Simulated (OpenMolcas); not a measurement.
Predicting a hybrid from its neighbours: CH7GaSi

CH7GaSi has 10 atoms, charge 0, and is taken as a singlet. As SMILES, `[CH3][GaH][SiH3]`. Geometry: relaxed at PBE0-D4/def2-TZVP.

The dipole moment y, in D, basis 6-31G(d); a is the functional's share of exact exchange. Programs: OpenMolcas 26.06.

| functional | program | a | y (D) |
| --- | --- | --- | --- |
| BLYP | OpenMolcas | 0 | 1.02 |
| r2SCAN | OpenMolcas | 0 | 0.98 |
| B3LYP | OpenMolcas | 0.2 | 0.97 |
| PBE0 | OpenMolcas | 0.25 | ? |
| BHLYP | OpenMolcas | 0.5 | 0.90 |

**Question.** Fit y = c + s·a to the known rows and predict PBE0.

**Answer.** 
1. Means of the 4 rows: a = 0.1750, y = 0.968.
2. Σ(Δa)² = 0.1675, Σ(Δa·Δy) = -0.03325, so the slope is -0.03325/0.1675 = -0.19851.
3. Intercept: 0.968 − (-0.19851) × 0.1750 = 1.003. The largest residual of the fit is 0.023.
4. PBE0: 1.003 + (-0.19851) × 0.25 = 0.95 D.

The run gave 0.98 D, so the prediction is off by -0.03 D, more than the scatter of the fit.

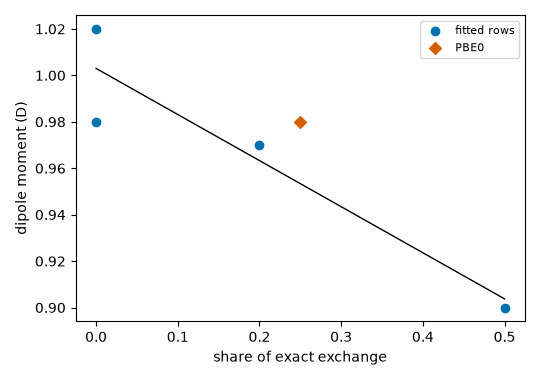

The fitted line, with the withheld row.
